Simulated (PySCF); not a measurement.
# [Nd(O2)]+: other functionals and bases at one geometry

How far do other levels of theory move the description of [Nd(O2)]+, and what does each cost? The species was built from a template and needn't be a known compound.

The runs use PySCF 2.14.0; several levels, as the steps say, no spin–orbit coupling.

3 further runs of the same task are left out: 2 for a known fault of the program, 1 that didn't finish.

### Step 1. The starting structure

3 atoms, charge 1, spin multiplicity 1.

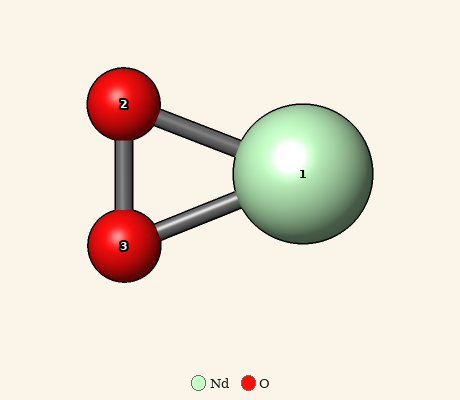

The structure; neodymium light green, oxygen red; atoms are numbered from 1 in the order of the file.

Coordinates:

```
Nd    0.00000    0.00000   -0.22037
O     0.74405    0.00000    1.66424
O    -0.74405    0.00000    1.66424
```

Formal oxidation states: Nd +3. Each metal's 3 4f electrons lie in its core potential, so multiplicities, spins and levels count the valence alone. An earlier session relaxed this geometry at B3LYP, Nd lcecp-1-SVP with ECP49, O def2-SVP (singlet, point group C2v).

At B3LYP on the finer grid: E = -183.981921 Eh, HOMO -11.92 eV, LUMO -7.86 eV, Mulliken charge on Nd1 +1.39 e, largest force component 0.001 eV/Å. 

Levels to run: PBE; CAM-B3LYP; BLYP; wB97X; B3LYP, TZVP. Hardware: 2 threads of Arm Neoverse V1, shared host.

### Step 2. PBE

Input file run.py (the lines that set the calculation):

```python
mol = gto.M(atom='''
Nd     0.00000     0.00000    -0.22037
O      0.74405     0.00000     1.66424
O     -0.74405     0.00000     1.66424''',
    basis={'Nd': 'lcecp-1-SVP', 'O': 'def2-SVP'},
    ecp={'Nd': 'lcecp-1-SVP'},
    charge=1, spin=0)
mf = dft.RKS(mol, xc='PBE')
mf.grids.atom_grid = (75, 302)  # f atoms: unpruned, at least (60, 302)
mf = mf.density_fit()  # fitting sets: Nd AutoAux, O def2-universal-JKFIT
mf.conv_tol = 1e-08; mf.max_cycle = 55
mf.kernel(dm0)  # dm0: the density of the relaxed state
```

Started as:

```sh
$ OMP_NUM_THREADS=2 python run.py
```

The log of the run:

```text
init E= -183.855667436992
  HOMO = -0.385360598407939  LUMO = -0.308548423058736  gap/eV = 2.09017
cycle= 1 E= -183.835409870113  delta_E= 0.0203  |g|= 0.291  |ddm|= 0.374
  HOMO = -0.481703599212626  LUMO = -0.317916880609484  gap/eV = 4.45686
cycle= 2 E= -183.664956210328  delta_E= 0.17  |g|= 0.843  |ddm|= 1.08
  HOMO = -0.398502270982725  LUMO = -0.297841757894492  gap/eV = 2.73911
cycle= 3 E= -183.857071520478  delta_E= -0.192  |g|= 0.0423  |ddm|= 0.772
  HOMO = -0.396849889229788  LUMO = -0.30289581312628  gap/eV = 2.55662
cycle= 4 E= -183.857559623277  delta_E= -0.000488  |g|= 0.0268  |ddm|= 0.0923
  HOMO = -0.397240257467249  LUMO = -0.301733698378713  gap/eV = 2.59887
cycle= 5 E= -183.857762912765  delta_E= -0.000203  |g|= 0.0046  |ddm|= 0.025
  HOMO = -0.397529568744908  LUMO = -0.301648087660455  gap/eV = 2.60907
cycle= 6 E= -183.857768725345  delta_E= -5.81e-06  |g|= 0.000461  |ddm|= 0.00433
  HOMO = -0.397551241620675  LUMO = -0.301648807841054  gap/eV = 2.60964
cycle= 7 E= -183.857768761322  delta_E= -3.6e-08  |g|= 0.000281  |ddm|= 0.000414
  HOMO = -0.397554967482119  LUMO = -0.301648992253793  gap/eV = 2.60973
cycle= 8 E= -183.857768776178  delta_E= -1.49e-08  |g|= 7.27e-05  |ddm|= 0.000184
  HOMO = -0.397560571551395  LUMO = -0.301649070188756  gap/eV = 2.60988
cycle= 9 E= -183.85776877755  delta_E= -1.37e-09  |g|= 2.51e-06  |ddm|= 6.79e-05
  HOMO = -0.397560284195851  LUMO = -0.301648946916555  gap/eV = 2.60988
Extra cycle  E= -183.857768777551  delta_E= -3.69e-13  |g|= 2.37e-06  |ddm|= 4.92e-06
converged SCF energy = -183.857768777551
```

Run time: 1.9 s. Hardware: 2 threads of Arm Neoverse V1, shared host.

It gives: E = -183.857769 Eh, HOMO -10.82 eV, LUMO -8.21 eV, Mulliken charge on Nd1 +1.30 e, largest force component 0.296 eV/Å. 

### Step 3. CAM-B3LYP

run.py (the lines that set the calculation): that of step 2 with these lines changed.

```diff
@@ -7,3 +7,3 @@
     charge=1, spin=0)
-mf = dft.RKS(mol, xc='PBE')
+mf = dft.RKS(mol, xc='CAMB3LYP')
 mf.grids.atom_grid = (75, 302)  # f atoms: unpruned, at least (60, 302)
```

Started as:

```sh
$ OMP_NUM_THREADS=2 python run.py
```

The log of the run:

```text
init E= -183.88011353723
  HOMO = -0.499141025747253  LUMO = -0.246232966324207  gap/eV = 6.88198
cycle= 1 E= -183.880766578509  delta_E= -0.000653  |g|= 0.0396  |ddm|= 0.109
  HOMO = -0.485831921942491  LUMO = -0.252356400853827  gap/eV = 6.35319
cycle= 2 E= -183.87984503153  delta_E= 0.000922  |g|= 0.0756  |ddm|= 0.106
  HOMO = -0.494978698176197  LUMO = -0.250103192768368  gap/eV = 6.66340
cycle= 3 E= -183.881162345184  delta_E= -0.00132  |g|= 0.00191  |ddm|= 0.0631
  HOMO = -0.49479731221605  LUMO = -0.249750709620834  gap/eV = 6.66806
cycle= 4 E= -183.881164033336  delta_E= -1.69e-06  |g|= 0.00117  |ddm|= 0.00385
  HOMO = -0.494721975203252  LUMO = -0.249861232259001  gap/eV = 6.66300
cycle= 5 E= -183.881164640572  delta_E= -6.07e-07  |g|= 0.000207  |ddm|= 0.00229
  HOMO = -0.494700389221254  LUMO = -0.249873785578639  gap/eV = 6.66207
cycle= 6 E= -183.881164689453  delta_E= -4.89e-08  |g|= 5.44e-05  |ddm|= 0.000714
  HOMO = -0.494702972115821  LUMO = -0.249873290113509  gap/eV = 6.66215
cycle= 7 E= -183.881164694275  delta_E= -4.82e-09  |g|= 1.88e-05  |ddm|= 0.000268
  HOMO = -0.494701745613934  LUMO = -0.249872609378713  gap/eV = 6.66214
Extra cycle  E= -183.881164694191  delta_E= 8.32e-11  |g|= 3.52e-05  |ddm|= 4.18e-05
converged SCF energy = -183.881164694191
```

It took 2 s on 2 threads of Arm Neoverse V1, shared host.

It gives: E = -183.881165 Eh, HOMO -13.46 eV, LUMO -6.80 eV, Mulliken charge on Nd1 +1.42 e, largest force component 0.645 eV/Å. 

### Step 4. BLYP

run.py (the lines that set the calculation): that of step 3 with these lines changed.

```diff
@@ -7,3 +7,3 @@
     charge=1, spin=0)
-mf = dft.RKS(mol, xc='CAMB3LYP')
+mf = dft.RKS(mol, xc='BLYP')
 mf.grids.atom_grid = (75, 302)  # f atoms: unpruned, at least (60, 302)
```

Started as:

```sh
$ OMP_NUM_THREADS=2 python run.py
```

The log of the run:

```text
init E= -183.94900351343
  HOMO = -0.383580406270003  LUMO = -0.309174412643752  gap/eV = 2.02469
cycle= 1 E= -183.938852485332  delta_E= 0.0102  |g|= 0.21  |ddm|= 0.328
  HOMO = -0.453844558284246  LUMO = -0.288570141501702  gap/eV = 4.49735
cycle= 2 E= -183.822947679001  delta_E= 0.116  |g|= 0.687  |ddm|= 0.876
  HOMO = -0.394334291294847  LUMO = -0.300325690597557  gap/eV = 2.55810
cycle= 3 E= -183.950583237254  delta_E= -0.128  |g|= 0.0438  |ddm|= 0.615
  HOMO = -0.392732103005059  LUMO = -0.304366695779873  gap/eV = 2.40455
cycle= 4 E= -183.951234271869  delta_E= -0.000651  |g|= 0.0161  |ddm|= 0.0805
  HOMO = -0.392920518124082  LUMO = -0.303690626743433  gap/eV = 2.42807
cycle= 5 E= -183.951308098301  delta_E= -7.38e-05  |g|= 0.00327  |ddm|= 0.0147
  HOMO = -0.393112215691403  LUMO = -0.303632162856436  gap/eV = 2.43488
cycle= 6 E= -183.951311018746  delta_E= -2.92e-06  |g|= 0.000412  |ddm|= 0.00295
  HOMO = -0.39313063188817  LUMO = -0.303628955756026  gap/eV = 2.43546
cycle= 7 E= -183.951311053014  delta_E= -3.43e-08  |g|= 0.000212  |ddm|= 0.000352
  HOMO = -0.393133823821316  LUMO = -0.303628715438572  gap/eV = 2.43556
cycle= 8 E= -183.951311061585  delta_E= -8.57e-09  |g|= 5.3e-05  |ddm|= 0.000136
  HOMO = -0.393151147670864  LUMO = -0.30362552891413  gap/eV = 2.43612
Extra cycle  E= -183.951311048214  delta_E= 1.34e-08  |g|= 0.000237  |ddm|= 0.000257
converged SCF energy = -183.951311048214
```

It took 1.8 s on 2 threads of Arm Neoverse V1, shared host.

Result: E = -183.951311 Eh, HOMO -10.70 eV, LUMO -8.26 eV, Mulliken charge on Nd1 +1.29 e, largest force component 0.919 eV/Å. 

### Step 5. wB97X

run.py (the lines that set the calculation): that of step 4 with these lines changed.

```diff
@@ -7,3 +7,3 @@
     charge=1, spin=0)
-mf = dft.RKS(mol, xc='BLYP')
+mf = dft.RKS(mol, xc='WB97X')
 mf.grids.atom_grid = (75, 302)  # f atoms: unpruned, at least (60, 302)
```

Started as:

```sh
$ OMP_NUM_THREADS=2 python run.py
```

The log of the run:

```text
init E= -183.919112397219
  HOMO = -0.534816710523774  LUMO = -0.195599859500728  gap/eV = 9.23056
cycle= 1 E= -183.921569305017  delta_E= -0.00246  |g|= 0.034  |ddm|= 0.137
  HOMO = -0.521785326691656  LUMO = -0.199403100027457  gap/eV = 8.77247
cycle= 2 E= -183.92152176891  delta_E= 4.75e-05  |g|= 0.0405  |ddm|= 0.0757
  HOMO = -0.528743563758759  LUMO = -0.197772523028068  gap/eV = 9.00618
cycle= 3 E= -183.92190179831  delta_E= -0.00038  |g|= 0.00686  |ddm|= 0.0378
  HOMO = -0.527608630216569  LUMO = -0.197391729498538  gap/eV = 8.98566
cycle= 4 E= -183.921919901553  delta_E= -1.81e-05  |g|= 0.00187  |ddm|= 0.0103
  HOMO = -0.527326101503526  LUMO = -0.197504389242575  gap/eV = 8.97491
cycle= 5 E= -183.921922967518  delta_E= -3.07e-06  |g|= 0.000531  |ddm|= 0.00506
  HOMO = -0.527341599298889  LUMO = -0.197506751017709  gap/eV = 8.97526
cycle= 6 E= -183.921923647974  delta_E= -6.8e-07  |g|= 0.000124  |ddm|= 0.00315
  HOMO = -0.527331002831065  LUMO = -0.197497549480765  gap/eV = 8.97523
cycle= 7 E= -183.921923668183  delta_E= -2.02e-08  |g|= 4.15e-05  |ddm|= 0.000477
  HOMO = -0.527329164206375  LUMO = -0.197498727279974  gap/eV = 8.97514
cycle= 8 E= -183.921923669858  delta_E= -1.68e-09  |g|= 2.8e-05  |ddm|= 0.000142
  HOMO = -0.527329558358517  LUMO = -0.197499129494773  gap/eV = 8.97514
Extra cycle  E= -183.921923669661  delta_E= 1.97e-10  |g|= 4.77e-05  |ddm|= 4.8e-05
converged SCF energy = -183.921923669661
```

Wall time 2 s (2 threads of Arm Neoverse V1, shared host).

It gives: E = -183.921924 Eh, HOMO -14.35 eV, LUMO -5.37 eV, Mulliken charge on Nd1 +1.45 e, largest force component 0.849 eV/Å. 

### Step 6. B3LYP, TZVP

Basis: Nd lcecp-1-TZVP with ECP49, O def2-TZVP. 

Input file run.py (the lines that set the calculation):

```python
mol = gto.M(atom='''
Nd     0.00000     0.00000    -0.22037
O      0.74405     0.00000     1.66424
O     -0.74405     0.00000     1.66424''',
    basis={'Nd': 'lcecp-1-TZVP', 'O': 'def2-TZVP'},
    ecp={'Nd': 'lcecp-1-TZVP'},
    charge=1, spin=0)
mf = dft.RKS(mol, xc='B3LYP')
mf.grids.atom_grid = (75, 302)  # f atoms: unpruned, at least (60, 302)
mf = mf.density_fit()  # fitting sets: Nd AutoAux, O def2-universal-JKFIT
mf.conv_tol = 1e-08; mf.max_cycle = 55
mf.kernel(dm0)  # dm0: free metal ions and neutral atoms
```

Started as:

```sh
$ OMP_NUM_THREADS=2 python run.py
```

The log of the run:

```text
init E= -184.059378450404
  HOMO = -0.584471718478111  LUMO = -0.381448662288463  gap/eV = 5.52454
cycle= 1 E= -183.926705341943  delta_E= 0.133  |g|= 0.985  |ddm|= 1.75
  HOMO = -0.344374855134648  LUMO = -0.336709935457704  gap/eV = 0.20857
cycle= 2 E= -173.8279559745  delta_E= 10.1  |g|= 6.08  |ddm|= 4.75
  HOMO = -0.37337510918059  LUMO = -0.287440709740816  gap/eV = 2.33839
cycle= 3 E= -184.068130542187  delta_E= -10.2  |g|= 0.756  |ddm|= 4.37
  HOMO = -0.415523473264152  LUMO = -0.291665992005278  gap/eV = 3.37033
cycle= 4 E= -184.167697786818  delta_E= -0.0996  |g|= 0.196  |ddm|= 0.253
  HOMO = -0.432566523720285  LUMO = -0.284575181317378  gap/eV = 4.02705
cycle= 5 E= -184.177123761075  delta_E= -0.00943  |g|= 0.0253  |ddm|= 0.137
  HOMO = -0.434826315205522  LUMO = -0.285680326005628  gap/eV = 4.05847
cycle= 6 E= -184.177224876324  delta_E= -0.000101  |g|= 0.00985  |ddm|= 0.0224
  HOMO = -0.434377864233353  LUMO = -0.28619388487201  gap/eV = 4.03229
cycle= 7 E= -184.177247991821  delta_E= -2.31e-05  |g|= 0.00211  |ddm|= 0.00639
  HOMO = -0.434138110424239  LUMO = -0.286160647340817  gap/eV = 4.02667
cycle= 8 E= -184.177248878524  delta_E= -8.87e-07  |g|= 0.0008  |ddm|= 0.00147
  HOMO = -0.434073617457837  LUMO = -0.286191690776863  gap/eV = 4.02407
cycle= 9 E= -184.177249034758  delta_E= -1.56e-07  |g|= 7.24e-05  |ddm|= 0.000662
  HOMO = -0.43408025534421  LUMO = -0.286189436331892  gap/eV = 4.02431
cycle= 10 E= -184.177249036133  delta_E= -1.37e-09  |g|= 7.9e-06  |ddm|= 5.43e-05
  HOMO = -0.434079698994533  LUMO = -0.286189241751092  gap/eV = 4.02430
Extra cycle  E= -184.177249036148  delta_E= -1.47e-11  |g|= 5.68e-06  |ddm|= 1.1e-05
converged SCF energy = -184.177249036148
```

It took 5 s on 2 threads of Arm Neoverse V1, shared host.

Result: E = -184.177249 Eh, HOMO -11.81 eV, LUMO -7.79 eV, Mulliken charge on Nd1 +1.66 e, largest force component 0.438 eV/Å. 

### Step 7. Results

| level | state | HOMO (eV) | gap (eV) | charge on Nd1 (e) | dipole (D) | largest force (eV/Å) | basis functions | time |
| --- | --- | --- | --- | --- | --- | --- | --- | --- |
| B3LYP (relaxed here) | singlet | -11.92 | 4.06 | 1.39 | 7.91 | 0.00 | 61 | 3.1 s |
| PBE | singlet | -10.82 | 2.61 | 1.30 | 7.17 | 0.30 | 61 | 1.9 s |
| CAM-B3LYP | singlet | -13.46 | 6.66 | 1.42 | 8.37 | 0.65 | 61 | 2 s |
| BLYP | singlet | -10.70 | 2.44 | 1.29 | 7.17 | 0.92 | 61 | 1.8 s |
| wB97X | singlet | -14.35 | 8.98 | 1.45 | 8.65 | 0.85 | 61 | 2 s |
| B3LYP, TZVP | singlet | -11.81 | 4.02 | 1.66 | 8.04 | 0.44 | 109 | 5 s |

Times are on 2 threads of Arm Neoverse V1, shared host; the first row also made further properties. The dipole of a charged species depends on the origin, so these sizes hold for this origin alone.

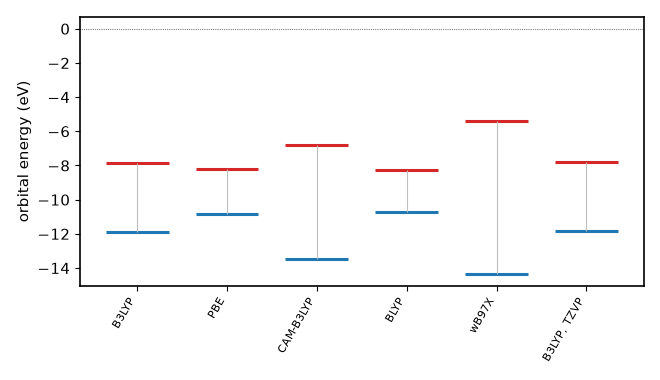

Highest filled and lowest empty level, method by method.

In one basis the HOMO–LUMO gap runs from 2.44 eV (BLYP) to 8.98 eV (wB97X). The largest leftover force, 0.92 eV/Å with BLYP, stands at a geometry relaxed at another level. The Mulliken charge on Nd spans +1.29 to +1.66 e over the levels. With 4f in the core, its levels are missing from HOMO and gap. Total energies of different levels can't be compared. Spin–orbit coupling is left out throughout.
